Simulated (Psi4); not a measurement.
**AlH2SF (SMILES [F][AlH][SH]): B3LYP/6-31G(d) (spherical functions)**

Aim: the vertical singlet–triplet gap of AlH2SF at B3LYP/6-31G* (spherical functions), from 2 runs. 

The calculation is run with Psi4 1.11.

1 further run of the same task is left out (set aside as unsound or not needed).

**1. The molecule**

The species is AlH2SF (5 atoms), meant as a singlet with charge 0. SMILES: `[F][AlH][SH]`. Geometry: relaxed at PBE0-D4/def2-TZVP. This is one conformer, not always the lowest.

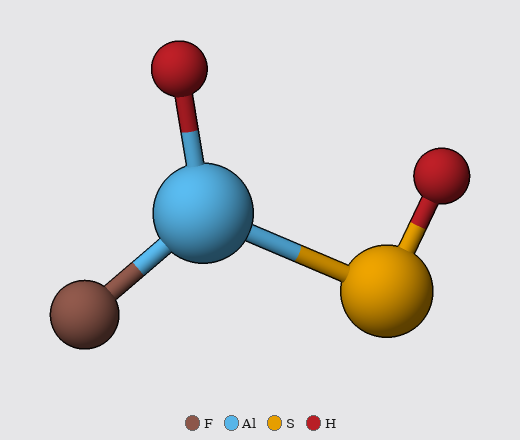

Viewed from a chosen angle; fluorine brown, aluminium blue, sulfur amber, hydrogen red.

**2. The energy at B3LYP/6-31G(d) (spherical functions)**

calc.py

```python
import psi4

psi4.set_memory('1600 MB')
psi4.set_num_threads(1)
psi4.core.set_output_file('run.log', False)

molecule = psi4.geometry("""
F     -1.203500    -1.535800     0.877500
Al    -0.513900    -0.309100     0.024800
S      1.536100     0.182600     0.533500
H     -1.341100     0.430400    -1.085200
H      1.572300     1.158200    -0.392100
symmetry c1
""")

psi4.set_options({
    'basis': '6-31G*',
    'puream': True,
    'e_convergence': 1e-09,
    'd_convergence': 1e-08,
    'scf_type': 'pk',
    'dft_radial_points': 99,
    'dft_spherical_points': 590,
})

e, wfn = psi4.energy("b3lyp", return_wfn=True)
psi4.oeprop(wfn, "MAYER_INDICES", "MULLIKEN_CHARGES", "QUADRUPOLE")
print(f'b3lyp energy: {e:.10f} Eh')
for k, v in sorted(psi4.core.scalar_variables().items()):
    print(f'{k:45s} {v:18.10f}')
```

Command:

```bash
$ python calc.py
```

run.log (excerpt; [...] marks lines left out):

```text
[...]
  Running in c1 symmetry.
[...]
  Nuclear repulsion =  130.763162013636162
[...]
  Multiplicity = 1
[...]
  Nalpha       = 20
  Nbeta        = 20
[...]
    Number of basis functions: 54
[...]
   @RKS iter   1:  -741.64925710018895   -4.17421e-01   9.70449e-03 DIIS/ADIIS
[...]
   @RKS iter  11:  -741.77069675703558   -1.13687e-12   2.36324e-09 DIIS
[...]
    Orbital Energies [Eh]
    ---------------------
    Doubly Occupied:
       1A    -88.859832     2A    -56.074591     3A    -24.661199
       4A     -7.941478     5A     -5.904651     6A     -5.900244
       7A     -5.897205     8A     -4.171712     9A     -2.727941
      10A     -2.723247    11A     -2.721307    12A     -1.142139
      13A     -0.737956    14A     -0.467923    15A     -0.426620
      16A     -0.404445    17A     -0.399616    18A     -0.380589
      19A     -0.315918    20A     -0.282142
[...]
  @RKS Final Energy:  -741.77069675703558
   => Energetics <=
    Nuclear Repulsion Energy =            130.7631620136361619
    One-Electron Energy =               -1288.7780230329028655
    Two-Electron Energy =                 461.1354599224998765
    DFT Exchange-Correlation Energy =     -44.8912956602688382
    Empirical Dispersion Energy =           0.0000000000000000
    VV10 Nonlocal Energy =                  0.0000000000000000
    Total Energy =                       -741.7706967570355800
[...]
 Multipole Moments:
 ------------------------------------------------------------------------------------
     Multipole            Electronic (a.u.)      Nuclear  (a.u.)        Total (a.u.)
 ------------------------------------------------------------------------------------
 L = 1.  Multiply by 2.5417464519 to convert [e a0] to [Debye]
 Dipole X            :         -1.9359213            1.8643868           -0.0715345
 Dipole Y            :         -2.6995522            3.2410439            0.5414918
 Dipole Z            :          1.6770816           -2.2342122           -0.5571307
 Magnitude           :                                                    0.7802084
 L = 2.  Multiply by 1.3450342976 to convert [e a0^2] to [Debye ang]
 Quadrupole XX       :       -229.9447104          204.2169652          -25.7277451
 Quadrupole XY       :        -96.9204145           96.0818888           -0.8385257
[...]
  Mulliken Charges: (a.u.)
   Center  Symbol    Alpha    Beta     Spin     Total
       1     F     4.72441  4.72441  0.00000 -0.44882
       2    AL     6.14873  6.14873  0.00000  0.70254
       3     S     8.13979  8.13979  0.00000 -0.27957
       4     H     0.54156  0.54156  0.00000 -0.08312
       5     H     0.44551  0.44551  0.00000  0.10897
   Total alpha = 20.00000, Total beta = 20.00000, Total charge = -0.00000
  Mayer Bond Indices:
[...]
```

The script printed:

```text
b3lyp energy: -741.7706967570 Eh
CURRENT ENERGY                                   -741.7706967570
CURRENT REFERENCE ENERGY                         -741.7706967570
DD SOLVATION ENERGY                                 0.0000000000
DFT FUNCTIONAL TOTAL ENERGY                      -741.7706967570
DFT TOTAL ENERGY                                 -741.7706967570
DFT VV10 ENERGY                                     0.0000000000
DFT XC ENERGY                                     -44.8912956603
GRID ELECTRONS ALPHA                               20.0000012291
GRID ELECTRONS BETA                                20.0000012291
GRID ELECTRONS TOTAL                               40.0000024581
NUCLEAR REPULSION ENERGY                          130.7631620136
ONE-ELECTRON ENERGY                             -1288.7780230329
PCM POLARIZATION ENERGY                             0.0000000000
PE ENERGY                                           0.0000000000
SCF ITERATION ENERGY                             -741.7706967570
SCF ITERATIONS                                     11.0000000000
SCF TOTAL ENERGY                                 -741.7706967570
TWO-ELECTRON ENERGY                               461.1354599225
XC GRID RADIAL POINTS                              99.0000000000
XC GRID SPHERICAL POINTS                          590.0000000000
XC GRID TOTAL POINTS                           279799.0000000000
```

Run time: 4.5 s. Hardware: 1 thread of AMD EPYC 9R45 (Zen 5), shared host; peak memory 0.59 GiB.

**3. The triplet: energy and forces at UB3LYP/6-31G(d) (spherical functions)**

job.dat

```
memory 1600 MB

molecule {
  0 3
  F
  Al 1 1.64543
  S 2 2.16865 1 116.33657
  H 2 1.569465 1 119.79481 3 -179.99841
  H 3 1.345303 2 91.63141 4 -0.05407
  symmetry c1
  no_reorient
  no_com
}

set reference uks
set puream true
set e_convergence 1e-09
set d_convergence 1e-08
set scf_type pk
set dft_radial_points 99
set dft_spherical_points 590
set maxiter 200

e_tot, wfn = gradient('b3lyp/6-31G*', return_wfn=True)
oeprop(wfn, 'DIPOLE', 'QUADRUPOLE', 'WIBERG_LOWDIN_INDICES')
```

Command:

```bash
$ psi4 -i job.dat -o job.out -n 1
```

job.out (excerpt; [...] marks lines left out):

```text
[...]
  Running in c1 symmetry.
[...]
  Nuclear repulsion =  130.763163134140797
[...]
  Multiplicity = 3
[...]
  Nalpha       = 21
  Nbeta        = 19
[...]
    Number of basis functions: 54
[...]
   @UKS iter   1:  -741.44044830192024   -2.08612e-01   9.34927e-03 DIIS/ADIIS
[...]
   @UKS iter  21:  -741.55568080795467    1.25056e-12   6.31894e-09 DIIS
[...]
   @S^2 Observed:                2.007987737E+00
[...]
  @UKS Final Energy:  -741.55568080795467
   => Energetics <=
    Nuclear Repulsion Energy =            130.7631631341407967
    One-Electron Energy =               -1287.5290863898260341
    Two-Electron Energy =                 460.0577999954895176
    DFT Exchange-Correlation Energy =     -44.8475575477590880
    Empirical Dispersion Energy =           0.0000000000000000
    VV10 Nonlocal Energy =                  0.0000000000000000
    Total Energy =                       -741.5556808079547864
[...]
  -Total Gradient:
     Atom            X                  Y                   Z
    ------   -----------------  -----------------  -----------------
       1        0.000017582104     0.010439803119     0.024009394100
       2       -0.000038350699    -0.070582102725     0.010402976585
       3        0.000006151224     0.056413729056    -0.020729759830
       4        0.000011174991     0.004602988645    -0.007447966928
       5        0.000003300260    -0.000904529657    -0.006172878767
[...]
 Multipole Moments:
 ------------------------------------------------------------------------------------
     Multipole            Electronic (a.u.)      Nuclear  (a.u.)        Total (a.u.)
 ------------------------------------------------------------------------------------
 L = 1.  Multiply by 2.5417464519 to convert [e a0] to [Debye]
 Dipole X            :         -0.0021530            0.0011172           -0.0010358
 Dipole Y            :         -1.8100146           -0.0456184           -1.8556330
 Dipole Z            :         -2.5802417            4.3554477            1.7752060
 Magnitude           :                                                    2.5680209
 L = 2.  Multiply by 1.3450342976 to convert [e a0^2] to [Debye ang]
 Quadrupole XX       :        -25.9383372            0.0000053          -25.9383319
 Quadrupole XY       :          0.0021927           -0.0029405           -0.0007478
[...]
```

Run time: 12 s. Hardware: 1 thread of AMD EPYC 9R45 (Zen 5), shared host; peak memory 0.6 GiB.

**4. Outcome**

At B3LYP/6-31G* (spherical functions):

| quantity | value |
| --- | --- |
| singlet: total energy | -741.77070 Eh |
| singlet: dipole moment | 1.98 D |
| singlet: HOMO energy | -7.68 eV |
| singlet: LUMO energy | -1.04 eV |
| singlet: HOMO–LUMO gap | 6.64 eV |
| triplet: total energy | -741.55568 Eh |
| triplet: dipole moment | 6.53 D |
| triplet: HOMO energy (highest over α and β) | -2.45 eV |
| triplet: ⟨S²⟩ | 2.008 |
| triplet: largest force on an atom | 3.669 eV/Å |
| vertical energy of the triplet above the singlet | 5.851 eV |

At this shape the triplet lies 5.85 eV (135 kcal/mol) above the singlet.
